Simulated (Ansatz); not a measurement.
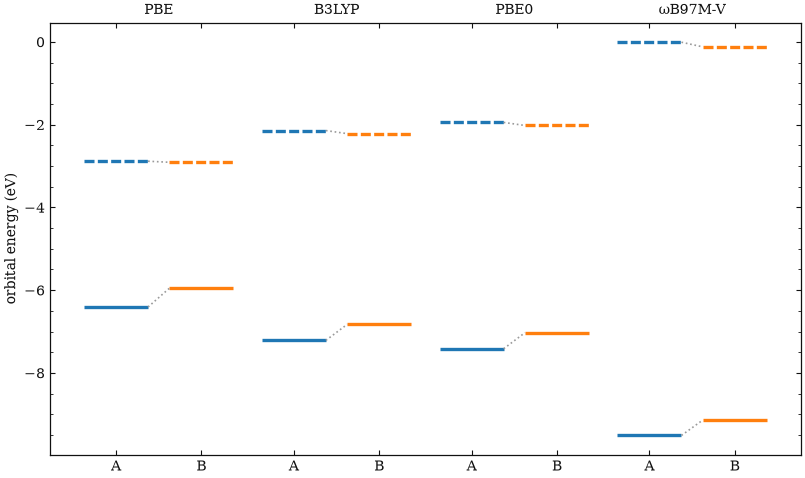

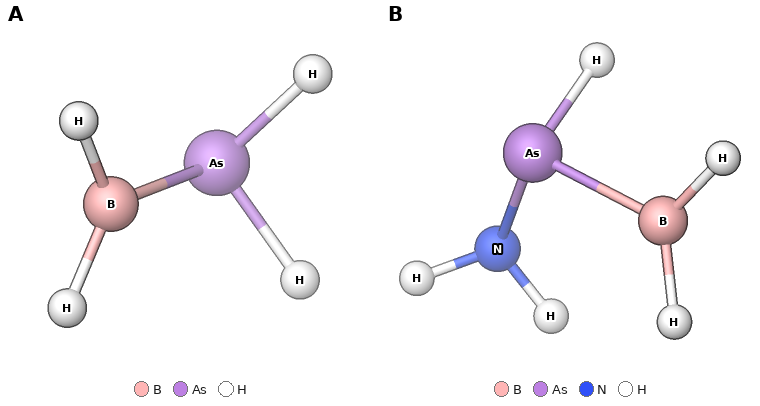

One change: A, BAsH₄ (SMILES B[AsH2]), becomes B, BAsNH₅ (SMILES B[AsH]N). H on As is replaced by NH₂. HOMO (solid) and LUMO (dashed) computed in def2-TZVPP at PBE0-D4/def2-TZVP geometries, both minima by their frequencies, gas phase, the Ansatz code.

### What does the change do to HOMO and LUMO?

PBE: the HOMO rises by 0.45 eV, the LUMO falls by 0.03 eV, and the separation goes from 3.52 to 3.04 eV. B3LYP: the HOMO rises by 0.39 eV, the LUMO falls by 0.07 eV, and the separation goes from 5.07 to 4.61 eV. PBE0: the HOMO rises by 0.39 eV, the LUMO falls by 0.07 eV, and the separation goes from 5.47 to 5.01 eV. ωB97M-V: the HOMO rises by 0.37 eV, the LUMO falls by 0.11 eV, and the separation goes from 9.50 to 9.02 eV.

### Do the functionals agree on the effect?

They agree on the direction for both levels; the HOMO shift lies between 0.37 and 0.45 eV and the LUMO shift between −0.11 and −0.03 eV, while the separations themselves differ by up to 6.0 eV between functionals.
